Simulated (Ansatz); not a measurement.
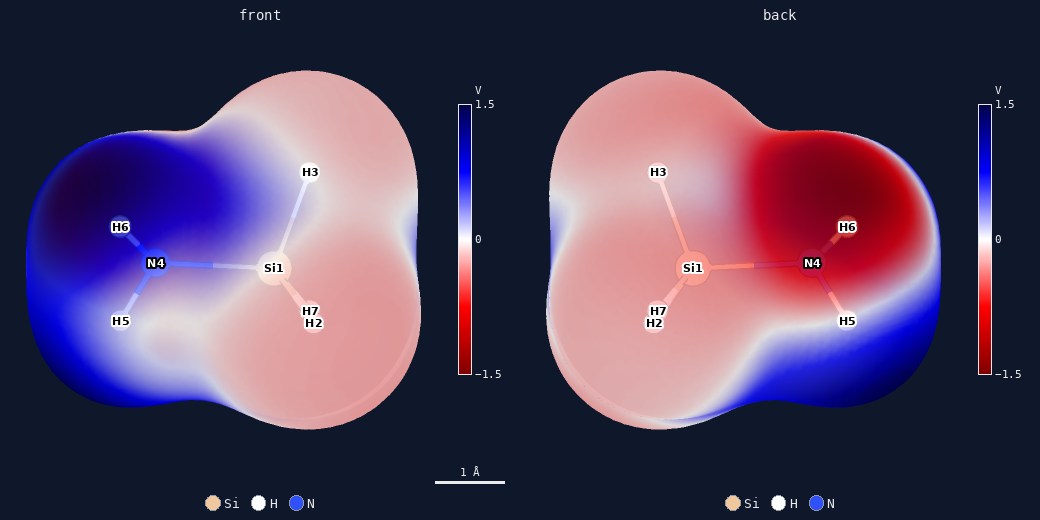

Figure. H5NSi. The molecular electrostatic potential painted on the density surface at 0.001 e/bohr³, seen from the front and from behind; the colour scale runs from red (negative) to blue (positive).

The calculation used RKS PBE0/6-31G* in Ansatz.

Input file:

```
crystal:
  periodic: [false, false, false]
  atoms:
    - { symbol: Si, position_ang: [0.113102, 0.060672, 0.078596] }
    - { symbol: H, position_ang: [0.43122, 0.033517, 1.49818] }
    - { symbol: H, position_ang: [1.558812, 0.096561, -0.055783] }
    - { symbol: "N", position_ang: [-0.697137, 1.390743, -0.651317] }
    - { symbol: H, position_ang: [-1.704291, 1.407159, -0.713284] }
    - { symbol: H, position_ang: [-0.33193, 2.330707, -0.612972] }
    - { symbol: H, position_ang: [-0.546575, -1.18986, -0.374821] }
basis:
  gaussian: { orbitals: "6-31G*" }
hamiltonian:
  xc: pbe0
relax:
  f_tol: 0.03
  max_steps: 50
output:
  orbitals: {}
```

Launched as:

```sh
ansatz run input.yaml --threads 1 --pin off --max-ram 2048MiB --backend cpu --events-out ev --progress --plain --runs-dir out
```

The fields are those of the relaxed geometry.

**Where is the surface potential most negative and most positive?**

The most negative region (about −1.3 V) lies over N4, the most positive (about +1.5 V) over H5 and H6. N4 is the likeliest acceptor of a hydrogen bond.
